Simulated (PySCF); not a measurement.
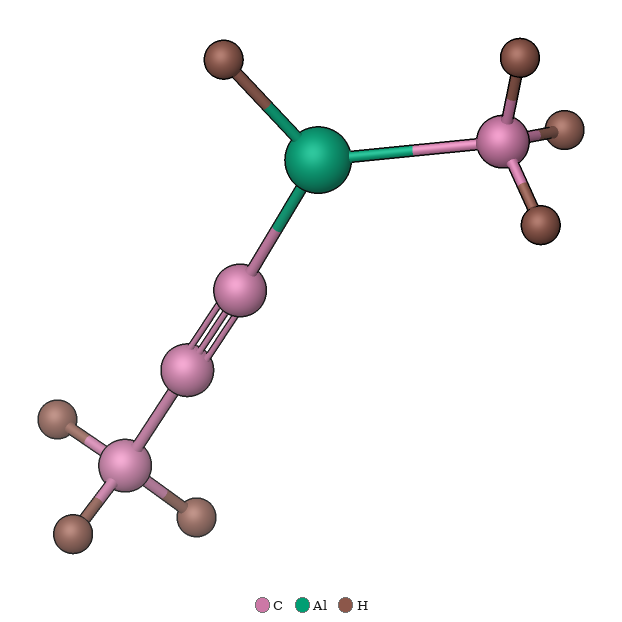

The picture shows a molecular structure as a ball-and-stick model. Multiple sticks mark multiple bonds (one Kekulé form).

The geometry was computed by an optimisation with GFN2-xTB. No frequency run is at hand to confirm it as a minimum.

Question: What is the molecular formula?

Answer: C4H7Al, 12 atoms: 4 carbon, 7 hydrogen and 1 aluminium.

Question: Count the bonded pairs by element.

Answer: 6 C–H, 2 C–C, 2 C–Al, 1 Al–H.

The parts below concern this one geometry. Atoms keep their numbers from picture to picture.

Shape

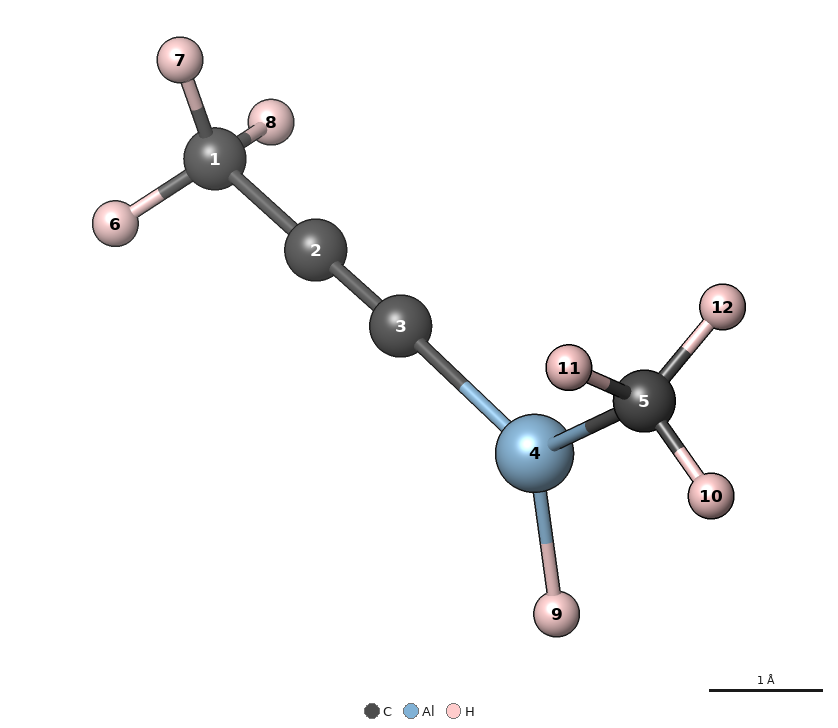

The atoms are numbered. No frequency run is at hand to confirm it as a minimum.

Give the bond lengths.

| bond | length (Å) |
| --- | --- |
| C1–C2 | 1.448 |
| C1–H6 | 1.090 |
| C1–H7 | 1.091 |
| C1–H8 | 1.091 |
| C2–C3 | 1.216 |
| C3–Al4 | 1.939 |
| Al4–C5 | 1.990 |
| Al4–H9 | 1.549 |
| C5–H10 | 1.098 |
| C5–H11 | 1.097 |
| C5–H12 | 1.097 |

NMR shielding

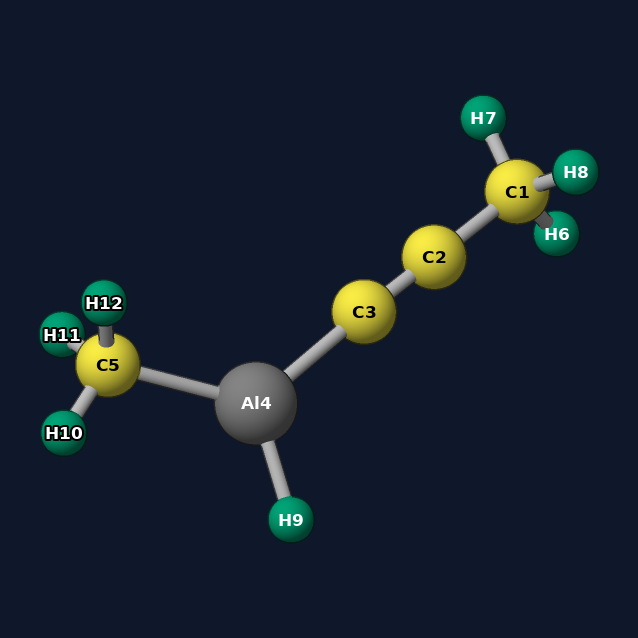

No frequency run is at hand to confirm it as a minimum. Method: GIAO PBE0/pcSseg-1 NMR shielding, non-relativistic, gas phase (PySCF 2.14.0). Principal shieldings σ11 ≤ σ22 ≤ σ33, span Ω = σ33 − σ11, skew κ = 3(σiso − σ22)/Ω.

Give the shielding tensors of the Al atoms.

```tsv
atom	σ11	σ22	σ33	σiso	Ω	κ
Al4	216.7	353.9	385.4	318.6	168.7	−0.63
```

Shieldings and span in ppm.

Electronic properties

No frequency run is at hand to confirm it as a minimum. Level of theory: PBE0/def2-SVPD, gas phase (PySCF 2.14.0). Excitations: vertical, linear response.

Predict the main results.

- dipole moment: 1.47 D
- HOMO energy (Kohn–Sham orbital): −7.36 eV
- LUMO energy (Kohn–Sham orbital): −1.26 eV
- HOMO–LUMO gap: 6.10 eV
- mean static polarisability: 77.5 bohr³
- lowest vertical singlet excitation: 4.62 eV
- its oscillator strength: 0.001
- brightest of the 6 lowest singlets: 6.59 eV
- its oscillator strength: 0.16

Charges

The questions are on Hirshfeld charges. No frequency run is at hand to confirm it as a minimum. Properties computed with PBE0/pcSseg-1, gas phase (PySCF 2.14.0).

Question: Which atom carries the highest charge (most positive or least negative)?

Answer: Al4 (0.55 e).

Question: And the lowest?

Answer: C5 (−0.28 e).

List the Hirshfeld charges.

```tsv
atom	value (e)
C1	−0.09
C2	−0.03
C3	−0.26
Al4	0.55
C5	−0.28
H6	0.06
H7	0.06
H8	0.06
H9	−0.18
H10	0.03
H11	0.03
H12	0.03
```

The geometry is semi-empirical. Around Al such bond lengths and angles can be off by a tenth of an ångström or more and by several degrees, and values that hang on the shape move with them.
